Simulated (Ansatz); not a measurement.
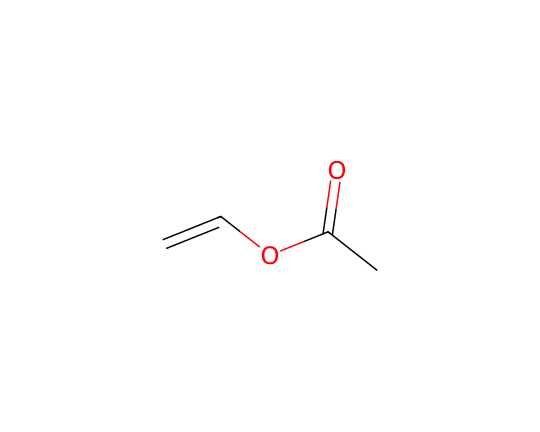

A structural formula.

> Give its SMILES.

C=COC(C)=O

> Give the formula, hydrogens included.

C4H6O2.

> An optimisation with PBE0-D4/def2-TZVP gave a structure of which point group?

Cs. Other conformers may differ.

The parts below concern this one geometry. Atoms keep their numbers from picture to picture. Computed geometry: PBE0-D4/def2-TZVP optimisation.

## Geometry

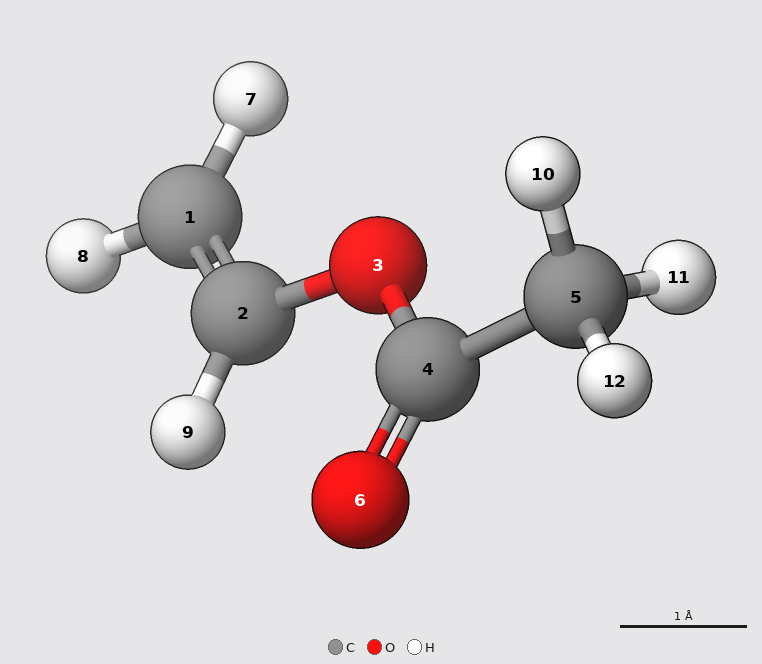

What are the angles C2–C1–H7, C2–C1–H8, C1–C2–O3, C1–C2–H9, O3–C2–H9, C2–O3–C4, O3–C4–C5, O3–C4–O6, C5–C4–O6, C4–C5–H10, C4–C5–H12?

```tsv
angle	degrees
C2–C1–H7	121.7
C2–C1–H8	119.5
C1–C2–O3	120.2
C1–C2–H9	125.2
O3–C2–H9	114.6
C2–O3–C4	117.9
O3–C4–C5	110.1
O3–C4–O6	123.7
C5–C4–O6	126.2
C4–C5–H10	109.8
C4–C5–H12	109.5
```

## Charges

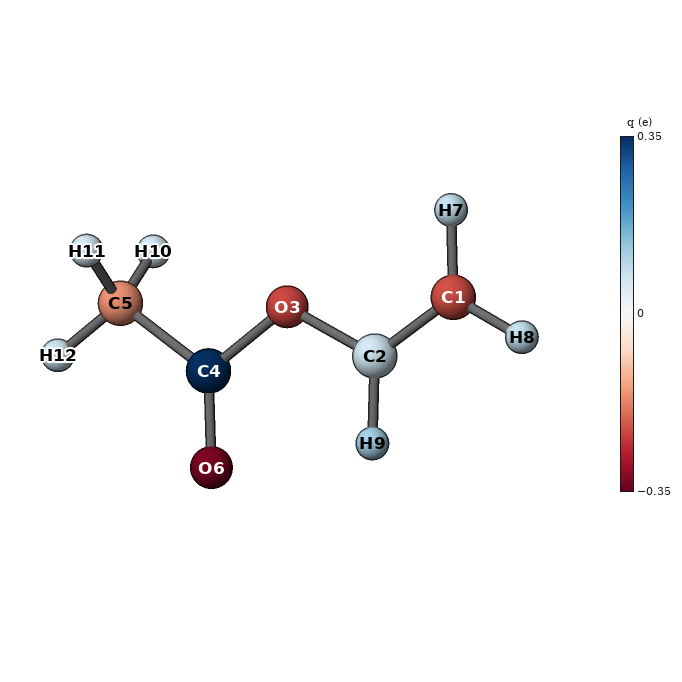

Atoms are coloured by their Mulliken charges. Level of theory: RKS r2SCAN-D4/def2-TZVPP (Ansatz 0.2.0).

List the Mulliken charges.

| atom | value (e) |
| --- | --- |
| C1 | −0.23 |
| C2 | 0.07 |
| O3 | −0.23 |
| C4 | 0.35 |
| C5 | −0.16 |
| O6 | −0.33 |
| H7 | 0.09 |
| H8 | 0.09 |
| H9 | 0.12 |
| H10 | 0.07 |
| H11 | 0.07 |
| H12 | 0.08 |

## Vibrations

Harmonic vibrations computed with RKS PBE0-D4/def2-TZVP (Ansatz 0.2.0) at a stationary point of the same level.

> List the wavenumbers.

30 modes: 69, 89, 150, 216, 409, 456, 598, 656, 734, 866, 901, 998, 1007, 1047, 1061, 1189, 1265, 1318, 1395, 1421, 1460, 1466, 1731, 1853, 3073, 3143, 3183, 3192, 3232, 3282 cm⁻¹.

## Dipole moment

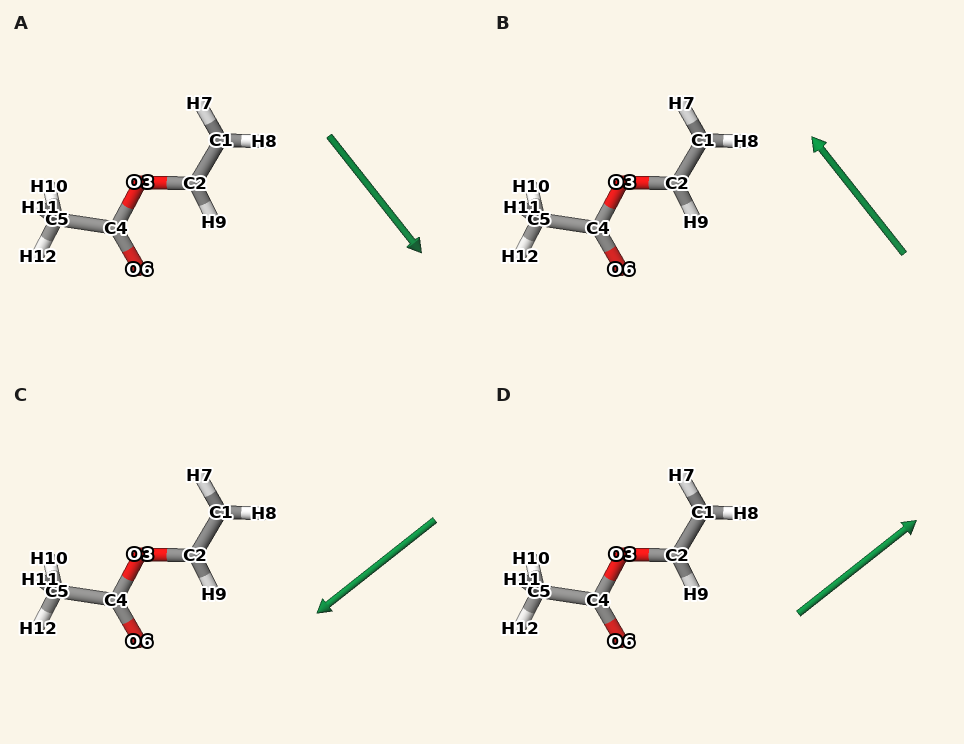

The same molecule four times, each with an arrow. Level of theory: RKS ωB97M-V/def2-TZVPP (Ansatz 0.2.0).

> Which arrow points along the dipole moment, from the negative to the positive end?

B. The dipole moment is 1.81 D; it points from the side of O6, H9 to the side of H10, H11 (the outermost atoms at the two ends).

Mulliken values depend strongly on the basis set and can even reverse the polarity of a bond.
